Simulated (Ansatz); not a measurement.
# Leakage through LiF between Pt(100) and Pt(100): one more thickness

The current through thinner LiF barriers is known. What leaks through 5 layers at 0.25 V?

How it was computed: Ansatz 0.2.0, plane waves with PAW datasets, PBE; a slab with two metal leads whose outer parts are reservoirs, with density and current solved under bias (Landauer, 300 K). The LiF is strained to the lead's lattice, the interfaces are relaxed in a short slab (PBE+D3(BJ)), and bulk layers are laid on.

The runs, with one result withheld:

| layers of LiF | cell length (Å) | drop between the leads' cuts at 0.25 V (V) | current density at 0.25 V (A/m²) |
| --- | --- | --- | --- |
| 1 | 64.38 | 0.229 | 5.93×10¹³ |
| 2 | 66.58 | 0.250 | 9.12×10¹¹ |
| 4 | 70.65 | 0.250 | 1.77×10⁹ |
| 5 | 72.69 | 0.250 | ? |

**Estimate by hand.**

Deep in a barrier the current should fall by a fixed factor for each layer; the steps shown give 65 and 23 per layer. A straight line through ln J for 2 and 4 layers has the slope −3.121 per layer, a factor of 23; with about 2.04 Å per layer that is β = 1.5 Å⁻¹. Then J = exp(33.780 − 3.121 × 5). Predicted: 7.83×10⁷ A/m².

**The withheld run.**

9.56×10⁷ A/m², so the prediction is 18 % too low. From 4 to 5 layers the current falls by 19 per layer, against the fitted 23. The steps are uneven, so one factor describes this series only roughly.

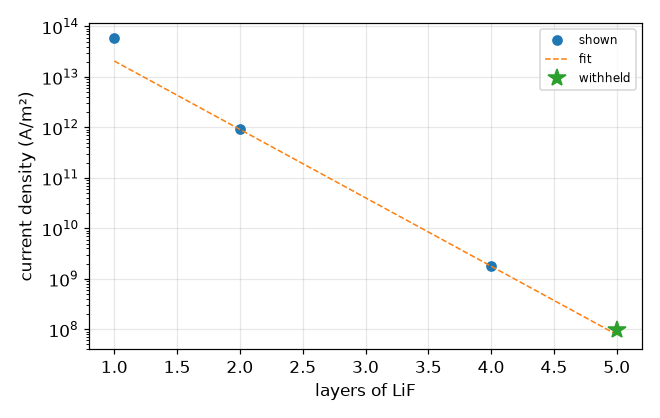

Current density against thickness.

Caveats: On every other k-point the currents of these runs, at any bias, move by up to 14 %. A semilocal functional makes the barrier's gap too small; each thickness has its own relaxed interfaces. At 5 layers the conductance at 0 V times the bias is 2.5 times the current, a sign of narrow levels at zero bias or of coarse sampling. Spin-orbit coupling is left out, which matters for Pt.
